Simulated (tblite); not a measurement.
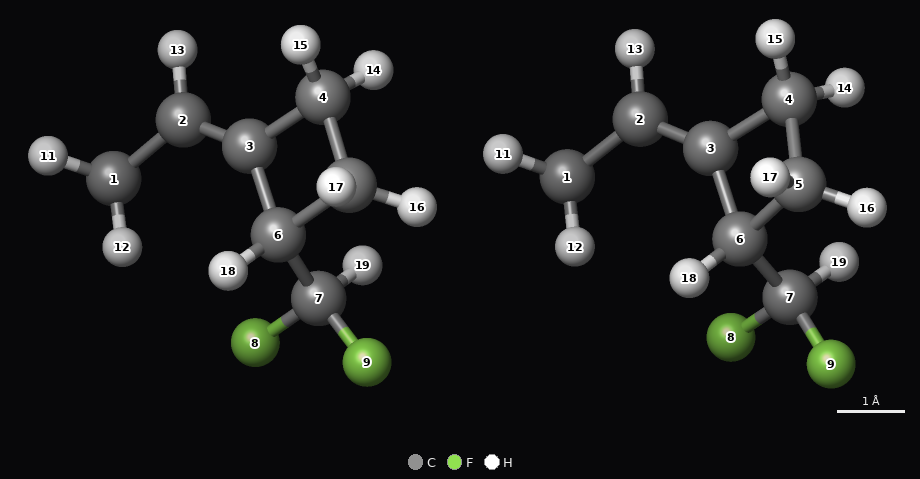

Two geometries of C$_{7}$H$_{10}$F$_{2}$, drawn at one scale. One is the start of a relaxation, the other its converged end. The picture is a ball-and-stick view, seen at a tilt.

Computed with GFN2-xTB geometry optimisation, gas phase in tblite 0.8.0. 

Q: Which of the two is the end point?

A: The left one is the relaxed one. The atom that moves furthest after the best rigid fit is an H atom (0.42 Å). Largest moves by element: H 0.42 Å, F 0.31 Å, C 0.18 Å. Among the contacts that change: C–C 1.356 → 1.320 Å, C–C 1.557 → 1.539 Å, C–H 1.085 → 1.101 Å, C–C 1.517 → 1.507 Å. Bond angles that change, for instance: C–C–C 83.7° → 88.8°, C–C–C 83.9° → 88.3°, C–C–H 111.6° → 115.7°. After 97 geometry steps the energy has fallen by 5.49 kcal/mol.
